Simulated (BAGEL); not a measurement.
# triplet CH6AlNSi at 3 levels

We compute a comparison of 3 runs (UHF/STO-3G, ROHF/6-31G*, UHF/6-31G*) of triplet CH6AlNSi. 

Program for the calculation: BAGEL 1.2.2.

2 further runs of the same task are left out: 2 set aside as unsound or not needed.

**1. The molecule**

CH6AlNSi has 10 atoms, charge 0, and is taken as a triplet. As SMILES of the parent species, `[AlH2]/[N]=C\[SiH3]`. Geometry: relaxed at PBE0-D4/def2-TZVP. That shape belongs to the parent species and isn't relaxed for this state.

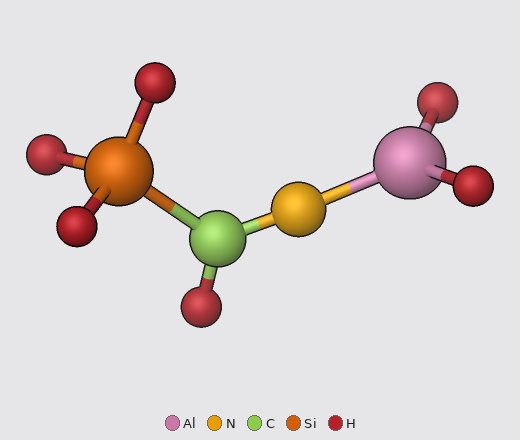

The structure, seen from a chosen angle (aluminium pink, nitrogen amber, carbon green, silicon orange, hydrogen red).

**2. A single-point energy at UHF/STO-3G (density fitting with qzvpp-jkfit) (run 1)**

hf.json

```json
{ "bagel" : [

{
  "title" : "molecule",
  "basis" : "sto-3g",
  "df_basis" : "qzvpp-jkfit",
  "angstrom" : true,
  "geometry" : [
    { "atom" : "Al", "xyz" : [      -0.801100,       2.183500,      -0.771800 ] },
    { "atom" : "N", "xyz" : [      -0.589900,       0.458600,      -0.561600 ] },
    { "atom" : "C", "xyz" : [      -0.390900,      -0.758900,      -0.367900 ] },
    { "atom" : "Si", "xyz" : [       0.911600,      -1.414700,       0.854900 ] },
    { "atom" : "H", "xyz" : [       0.069200,       2.879500,      -1.890800 ] },
    { "atom" : "H", "xyz" : [      -1.855500,       2.894700,       0.164500 ] },
    { "atom" : "H", "xyz" : [      -0.988000,      -1.509200,      -0.921900 ] },
    { "atom" : "H", "xyz" : [       0.242900,      -2.252900,       1.887000 ] },
    { "atom" : "H", "xyz" : [       1.886500,      -2.271500,       0.126600 ] },
    { "atom" : "H", "xyz" : [       1.598200,      -0.260400,       1.483900 ] }
  ]
},

{
  "title" : "uhf",
  "nopen" : 2
},

{
  "title" : "print",
  "file" : "orbitals.molden",
  "orbitals" : true
}

]}
```

Command:

```sh
$ BAGEL_NUM_THREADS=1 BAGEL hf.json > hf.out
```

The log of the run:

```text
* using 1 threads per process

  ===============================================================
  ===============================================================

  *** Geometry ***

  { "atom" : "Al", "xyz" : [     -1.513860,      4.126217,     -1.458491 ] },
  { "atom" : "N", "xyz" : [     -1.114749,      0.866628,     -1.061270 ] },
  { "atom" : "C", "xyz" : [     -0.738694,     -1.434113,     -0.695230 ] },
[... 6 lines of this table left out ...]
  { "atom" : "H", "xyz" : [      3.020160,     -0.492085,      2.804165 ] },

  Number of auxiliary basis functions:      516

  Since a DF basis is specified, we compute 2- and 3-index integrals:
    o Being stored without compression. Storage requirement is 0.005 GB

  Number of basis functions:       34
  Number of electrons      :       46

    * METHOD: MOLECULE                             0.17

  *** Open-shell HF ***

  === Nuclear Repulsion ===
   176.5494660051

      * DIIS with orbital gradients will be used.

  === UHF iteration (sto-3g) ===
      0       -619.05461233          0.02225679           0.05
      1       -619.12884194          0.00816856           0.05
      2       -619.14228857          0.00384632           0.05
[... 14 lines of this table left out ...]
     17       -619.14714997          0.00000001           0.05
    * SCF iteration converged.

    * S^2 (UHF) is 2.0121

    * Permanent dipole moment:
           (    0.129330,    -0.736975,     0.126493) a.u.

    * METHOD: UHF                                  1.00

    * METHOD: PRINT                                0.00

  ===============================================================
```

Run time: 1.4 s. Hardware: 1 thread of Arm Neoverse V2, shared host.

**3. The energy at ROHF/6-31G(d) (density fitting with qzvpp-jkfit, spherical functions) (run 2)**

calc.json

```json
{ "bagel": [

{
  "title": "molecule",
  "basis": "6-31gs.json",
  "df_basis": "qzvpp-jkfit",
  "angstrom": true,
  "geometry": [
    { "atom": "Al", "xyz": [   -0.801100,    2.183500,   -0.771800 ] },
    { "atom": "N", "xyz": [   -0.589900,    0.458600,   -0.561600 ] },
    { "atom": "C", "xyz": [   -0.390900,   -0.758900,   -0.367900 ] },
    { "atom": "Si", "xyz": [    0.911600,   -1.414700,    0.854900 ] },
    { "atom": "H", "xyz": [    0.069200,    2.879500,   -1.890800 ] },
    { "atom": "H", "xyz": [   -1.855500,    2.894700,    0.164500 ] },
    { "atom": "H", "xyz": [   -0.988000,   -1.509200,   -0.921900 ] },
    { "atom": "H", "xyz": [    0.242900,   -2.252900,    1.887000 ] },
    { "atom": "H", "xyz": [    1.886500,   -2.271500,    0.126600 ] },
    { "atom": "H", "xyz": [    1.598200,   -0.260400,    1.483900 ] }
  ]
},
{ "title": "rohf", "nopen": 2 },
{ "title": "print", "file": "orbitals.molden", "orbitals": true }

]}
```

The basis set 6-31G* is read from a file made from the Basis Set Exchange's data (not shown).

Command:

```sh
$ BAGEL_NUM_THREADS=1 BAGEL calc.json > calc.out
```

The log of the run:

```text
* using 1 threads per process

  ===============================================================
  ===============================================================

  *** Geometry ***

  { "atom" : "Al", "xyz" : [     -1.513860,      4.126217,     -1.458491 ] },
  { "atom" : "N", "xyz" : [     -1.114749,      0.866628,     -1.061270 ] },
  { "atom" : "C", "xyz" : [     -0.738694,     -1.434113,     -0.695230 ] },
[... 6 lines of this table left out ...]
  { "atom" : "H", "xyz" : [      3.020160,     -0.492085,      2.804165 ] },

  Number of auxiliary basis functions:      516

  Since a DF basis is specified, we compute 2- and 3-index integrals:
    o Being stored without compression. Storage requirement is 0.024 GB

  Number of basis functions:       76
  Number of electrons      :       46

    * METHOD: MOLECULE                             0.23

  *** Open-shell HF ***

  === Nuclear Repulsion ===
   176.5494660051

      * DIIS with orbital gradients will be used.

  === ROHF iteration (6-31gs.json) ===
      0       -626.26863650          0.04088041           0.12
      1       -626.39700080          0.03199020           0.13
      2       -626.45366545          0.02274168           0.12
[... 17 lines of this table left out ...]
     20       -626.52091552          0.00000001           0.13
    * SCF iteration converged.

    * S^2 (ROHF) is 2.0000

    * Permanent dipole moment:
           (    0.163600,    -0.204968,     0.154959) a.u.

    * METHOD: ROHF                                 2.87

    * METHOD: PRINT                                0.01

  ===============================================================
```

It took 3.3 s on 1 thread of Arm Neoverse V2, shared host; peak memory 0.12 GiB.

**4. The energy at UHF/6-31G(d) (density fitting with qzvpp-jkfit, spherical functions) (run 3)**

calc.json, as its differences from that of step 3:

```diff
@@ -20,4 +20,11 @@
 },
-{ "title": "rohf", "nopen": 2 },
-{ "title": "print", "file": "orbitals.molden", "orbitals": true }
+{
+  "title": "uhf",
+  "nopen": 2
+},
+{
+  "title": "print",
+  "file": "orbitals.molden",
+  "orbitals": true
+}
```

The basis set 6-31G* is read from a file made from the Basis Set Exchange's data (not shown).

Command:

```sh
$ BAGEL_NUM_THREADS=1 BAGEL calc.json > calc.out
```

The log of the run:

```text
* using 1 threads per process

  ===============================================================
  ===============================================================

  *** Geometry ***

  { "atom" : "Al", "xyz" : [     -1.513860,      4.126217,     -1.458491 ] },
  { "atom" : "N", "xyz" : [     -1.114749,      0.866628,     -1.061270 ] },
  { "atom" : "C", "xyz" : [     -0.738694,     -1.434113,     -0.695230 ] },
[... 6 lines of this table left out ...]
  { "atom" : "H", "xyz" : [      3.020160,     -0.492085,      2.804165 ] },

  Number of auxiliary basis functions:      516

  Since a DF basis is specified, we compute 2- and 3-index integrals:
    o Being stored without compression. Storage requirement is 0.024 GB

  Number of basis functions:       76
  Number of electrons      :       46

    * METHOD: MOLECULE                             0.23

  *** Open-shell HF ***

  === Nuclear Repulsion ===
   176.5494660051

      * DIIS with orbital gradients will be used.

  === UHF iteration (6-31gs.json) ===
      0       -626.26863650          0.04088041           0.13
      1       -626.40839110          0.03124095           0.13
      2       -626.46976534          0.02127443           0.13
[... 17 lines of this table left out ...]
     20       -626.52889951          0.00000001           0.12
    * SCF iteration converged.

    * S^2 (UHF) is 2.0179

    * Permanent dipole moment:
           (    0.164545,    -0.231766,     0.156015) a.u.

    * METHOD: UHF                                  2.82

    * METHOD: PRINT                                0.01

  ===============================================================
```

Run time: 3.3 s. Hardware: 1 thread of Arm Neoverse V2, shared host; peak memory 0.12 GiB.

**5. The series**

```tsv
run	level	energy (Eh)	dipole moment (D)	⟨S²⟩	wall time
1	UHF/STO-3G (density fitting with qzvpp-jkfit)	-619.147150	1.93	2.012	1.4 s
2	ROHF/6-31G* (density fitting with qzvpp-jkfit, spherical functions)	-626.520916	0.77	2.000	3.3 s
3	UHF/6-31G* (density fitting with qzvpp-jkfit, spherical functions)	-626.528900	0.82	2.018	3.3 s
```

**6. What came out**

| quantity | value |
| --- | --- |
| run 3: total energy | -626.52890 Eh |
| run 3: dipole moment | 0.82 D |
| run 3: ⟨S²⟩ | 2.018 |

In words: The dipole moment (its size) runs from 0.77 D (ROHF/6-31G*) to 1.93 D (UHF/STO-3G). The two ends differ in method and basis. In run 1 the basis is minimal, so the values are rough. All runs together took 8 s, the longest 3.3 s.
